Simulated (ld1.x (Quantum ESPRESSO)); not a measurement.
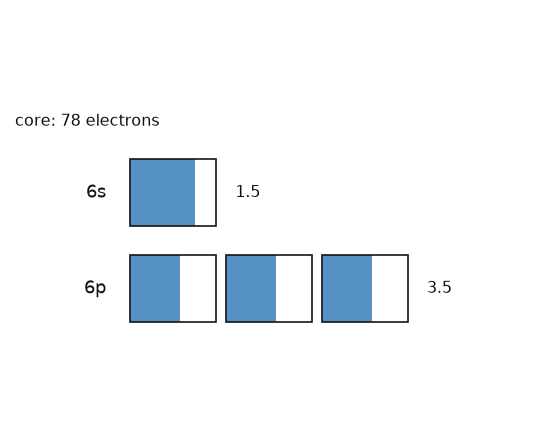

*The valence shells of the reference configuration: a box for each of the 2l + 1 orbitals, shaded by the share of the shell that is filled, with the electron count at the right. The shells are those of the unaltered input.*

# Run report: Bi, pseudopotential generation

System: bismuth (Bi, Z = 83), core [Xe] 4f14 5d10, reference valence 6s1.5 6p3.5, valence charge 5. (This line and the method describe the unaltered input from which the odd one was made.)
Method: TM potential, PBEsol, scalar-relativistic, made with ld1.x (Quantum ESPRESSO) 7.5.

### Input
```
 &input
   title='Bi', zed=83., rel=1, dft='PBESOL', iswitch=3,
   config='[Xe] 4f14 5d10 6s1.5 6p3.5',
   nld=2, rlderiv=2.70, eminld=-3.0, emaxld=5.0, deld=0.02
 /
 &inputp
   pseudotype=2, tm=.true., lloc=1,
   nlcc=.false., new_core_ps=.true.,
   file_pseudopw='Bi.UPF', file_wfcaegen='ae.wfc', file_wfcncgen='nc.wfc', file_beta='beta', file_chi='chi'
 /
2
6S  1  0   1.50   0.00  1.45  1.45  0.0
6P  2  1   3.50   0.00  2.50  2.50  0.0
 &test
   configts(1)='6s1.5 6p3.5'
 /
```

Launched with:
```bash
ld1.x < Bi.in > Bi.out
```

### Log
```
     Program LD1 v.7.5
     --------------------------- All-electron run ----------------------------

     Bi
     scalar relativistic calculation

     atomic number is 83.00
     dft =PBESOL   lsd =0 sic =0 latt =0  beta=0.20 tr2=1.0E-14
     Exchange-correlation= PBESOL
                           (   1   4  10   8   0   0   0)
     mesh =1283 r(mesh) = 100.09897 a.u. xmin = -7.00 dx = 0.01250
     1 Ry =  13.60569312 eV, c = 137.03599908

     n l     nl                  e(Ry)          e(Ha)          e(eV)
     1 0     1S 1( 2.00)     -6663.2991     -3331.6496    -90658.8032
     2 0     2S 1( 2.00)     -1197.2770      -598.6385    -16289.7839
     2 1     2P 1( 6.00)     -1024.0587      -512.0293    -13933.0278
     3 0     3S 1( 2.00)      -289.0446      -144.5223     -3932.6526
     3 1     3P 1( 6.00)      -239.5743      -119.7871     -3259.5738
     4 0     4S 1( 2.00)       -66.3674       -33.1837      -902.9740
     4 1     4P 1( 6.00)       -50.1618       -25.0809      -682.4865
     3 2     3D 1(10.00)      -189.9363       -94.9681     -2584.2144
     5 0     5S 1( 2.00)       -11.6640        -5.8320      -158.6974
     5 1     5P 1( 6.00)        -7.1079        -3.5540       -96.7079
     4 2     4D 1(10.00)       -31.6609       -15.8304      -430.7678
     4 3     4F 1(14.00)       -11.2843        -5.6422      -153.5309
     5 2     5D 1(10.00)        -2.0494        -1.0247       -27.8840
     6 0     6S 1( 1.50)        -1.1070        -0.5535       -15.0611
     6 1     6P 1( 3.50)        -0.3632        -0.1816        -4.9419

     final scf error:  4.3E-15 reached in  26 iterations

     Etot =  -43049.773752 Ry,  -21524.886876 Ha, -585722.010685 eV

     Ekin =   48846.469847 Ry,   24423.234923 Ha,  664590.078874 eV
     Encl = -107637.153397 Ry,  -53818.576698 Ha,-1464478.077750 eV
     Eh   =   16518.559162 Ry,    8259.279581 Ha,  224746.446788 eV
     Exc  =    -777.649364 Ry,    -388.824682 Ha,  -10580.458598 eV

     normalization and overlap integrals

     s(1S/1S) =  1.000000  <r> =   0.0158  <r2> =    0.0003  r(max) =   0.0096
     s(2S/2S) =  1.000000  <r> =   0.0665  <r2> =    0.0052  r(max) =   0.0561
     s(2P/2P) =  1.000000  <r> =   0.0606  <r2> =    0.0045  r(max) =   0.0471
     s(3S/3S) =  1.000000  <r> =   0.1716  <r2> =    0.0337  r(max) =   0.1582
     s(3P/3P) =  1.000000  <r> =   0.1738  <r2> =    0.0350  r(max) =   0.1582
     s(4S/4S) =  1.000000  <r> =   0.3771  <r2> =    0.1604  r(max) =   0.3565
     s(4P/4P) =  1.000000  <r> =   0.4027  <r2> =    0.1842  r(max) =   0.3748
     s(3D/3D) =  1.000000  <r> =   0.1575  <r2> =    0.0290  r(max) =   0.1295
     s(5S/5S) =  1.000000  <r> =   0.8305  <r2> =    0.7724  r(max) =   0.7739
     s(5P/5P) =  1.000000  <r> =   0.9477  <r2> =    1.0123  r(max) =   0.8553
     s(4D/4D) =  1.000000  <r> =   0.4226  <r2> =    0.2060  r(max) =   0.3795
     s(4F/4F) =  1.000000  <r> =   0.4410  <r2> =    0.2322  r(max) =   0.3434
     s(5D/5D) =  1.000000  <r> =   1.2325  <r2> =    1.7588  r(max) =   1.0316
     s(6S/6S) =  1.000000  <r> =   2.1571  <r2> =    5.2664  r(max) =   1.8564
     s(6P/6P) =  1.000000  <r> =   2.9954  <r2> =   10.3727  r(max) =   2.4441

     ------------------------ End of All-electron run ------------------------

     --------------------- Generating NC pseudopotential ---------------------

      Generating local pot.: lloc=1, matching radius rcloc =   2.5000

      Wfc   6S  rcut= 1.464  Using Troullier-Martins method

     ------------------- End of pseudopotential generation -------------------

     --------------------------- All-electron run ----------------------------

     Bi
     scalar relativistic calculation

     atomic number is 83.00
     dft =PBESOL   lsd =0 sic =0 latt =0  beta=0.20 tr2=1.0E-14
     Exchange-correlation= PBESOL
                           (   1   4  10   8   0   0   0)
     mesh =1283 r(mesh) = 100.09897 a.u. xmin = -7.00 dx = 0.01250
     1 Ry =  13.60569312 eV, c = 137.03599908

     n l     nl                  e(Ry)          e(Ha)          e(eV)
     1 0     1S 1( 2.00)     -6663.2991     -3331.6496    -90658.8032
     2 0     2S 1( 2.00)     -1197.2770      -598.6385    -16289.7839
     2 1     2P 1( 6.00)     -1024.0587      -512.0293    -13933.0278
     3 0     3S 1( 2.00)      -289.0446      -144.5223     -3932.6526
     3 1     3P 1( 6.00)      -239.5743      -119.7871     -3259.5738
     4 0     4S 1( 2.00)       -66.3674       -33.1837      -902.9740
     4 1     4P 1( 6.00)       -50.1618       -25.0809      -682.4865
     3 2     3D 1(10.00)      -189.9363       -94.9681     -2584.2144
     5 0     5S 1( 2.00)       -11.6640        -5.8320      -158.6974
     5 1     5P 1( 6.00)        -7.1079        -3.5540       -96.7079
     4 2     4D 1(10.00)       -31.6609       -15.8304      -430.7678
     4 3     4F 1(14.00)       -11.2843        -5.6422      -153.5309
     5 2     5D 1(10.00)        -2.0494        -1.0247       -27.8840
     6 0     6S 1( 1.50)        -1.1070        -0.5535       -15.0611
     6 1     6P 1( 3.50)        -0.3632        -0.1816        -4.9419

     final scf error:  4.3E-15 reached in  26 iterations

     Etot =  -43049.773752 Ry,  -21524.886876 Ha, -585722.010685 eV

     Ekin =   48846.469847 Ry,   24423.234923 Ha,  664590.078874 eV
     Encl = -107637.153397 Ry,  -53818.576698 Ha,-1464478.077750 eV
     Eh   =   16518.559162 Ry,    8259.279581 Ha,  224746.446788 eV
     Exc  =    -777.649364 Ry,    -388.824682 Ha,  -10580.458598 eV

     normalization and overlap integrals

     s(1S/1S) =  1.000000  <r> =   0.0158  <r2> =    0.0003  r(max) =   0.0096
     s(2S/2S) =  1.000000  <r> =   0.0665  <r2> =    0.0052  r(max) =   0.0561
     s(2P/2P) =  1.000000  <r> =   0.0606  <r2> =    0.0045  r(max) =   0.0471
     s(3S/3S) =  1.000000  <r> =   0.1716  <r2> =    0.0337  r(max) =   0.1582
     s(3P/3P) =  1.000000  <r> =   0.1738  <r2> =    0.0350  r(max) =   0.1582
     s(4S/4S) =  1.000000  <r> =   0.3771  <r2> =    0.1604  r(max) =   0.3565
     s(4P/4P) =  1.000000  <r> =   0.4027  <r2> =    0.1842  r(max) =   0.3748
     s(3D/3D) =  1.000000  <r> =   0.1575  <r2> =    0.0290  r(max) =   0.1295
     s(5S/5S) =  1.000000  <r> =   0.8305  <r2> =    0.7724  r(max) =   0.7739
     s(5P/5P) =  1.000000  <r> =   0.9477  <r2> =    1.0123  r(max) =   0.8553
     s(4D/4D) =  1.000000  <r> =   0.4226  <r2> =    0.2060  r(max) =   0.3795
     s(4F/4F) =  1.000000  <r> =   0.4410  <r2> =    0.2322  r(max) =   0.3434
     s(5D/5D) =  1.000000  <r> =   1.2325  <r2> =    1.7588  r(max) =   1.0316
     s(6S/6S) =  1.000000  <r> =   2.1571  <r2> =    5.2664  r(max) =   1.8564
     s(6P/6P) =  1.000000  <r> =   2.9954  <r2> =   10.3727  r(max) =   2.4441

     ------------------------ End of All-electron run ------------------------

     Computing logarithmic derivative in   2.68432
     Message from routine run_pseudo:
     Warning: convergence not achieved
     Computing logarithmic derivative in   2.68432
     Computing the partial wave expansion
     R is outside the sphere for l=    0 j= 0.00
       no projector for channel:   1

     ---------------------- Testing the pseudopotential ----------------------

     Bi
     scalar relativistic calculation

     atomic number is 83.00   valence charge is  5.00
     dft =PBESOL   lsd =0 sic =0 latt =0  beta=0.20 tr2=1.0E-14
     mesh =1283 r(mesh) = 100.09897 xmin = -7.00 dx = 0.01250

     n l     nl             e AE (Ry)        e PS (Ry)    De AE-PS (Ry)
     1 0     6S   1( 1.50)       -1.10697       -1.10696       -0.00001
     2 1     6P   1( 3.50)       -0.36322       -0.36322        0.00000

     eps = 1.0E-11  iter =201

     Etot =  -43049.773752 Ry,  -21524.886876 Ha, -585722.010685 eV
     Etotps =   -10.463490 Ry,      -5.231745 Ha,    -142.363032 eV

     Ekin =       3.516401 Ry,       1.758201 Ha,      47.843073 eV
     Encl =     -18.922779 Ry,      -9.461389 Ha,    -257.457518 eV
     Ehrt =       8.239289 Ry,       4.119645 Ha,     112.101244 eV
     Ecxc =      -2.373129 Ry,      -1.186564 Ha,     -32.288059 eV
     Epseu=      -0.923273 Ry,      -0.461637 Ha,     -12.561773 eV

     ---------------------- End of pseudopotential test ----------------------
```

### What the run reported

- outcome: generated
- hardware: 1 CPU thread, shared host
- wall time: 1.7 s

### What is odd here

This input holds a deliberate oddity: new_core_ps set without nlcc. The program ran to the end. The all-electron atom is untouched: its total energy equals that from the unaltered input (−43049.7738 Ry). The pseudo-atom's energy and levels in the reference configuration are also those from the unaltered input, so the oddity leaves no trace there. The pseudo-atom meets the occupied all-electron levels that the test lists within 0.00001 Ry. No test for ghost states or cutoffs was run on this potential, so its soundness isn't shown. Warnings of the program, in the generation or the tests: convergence not achieved.
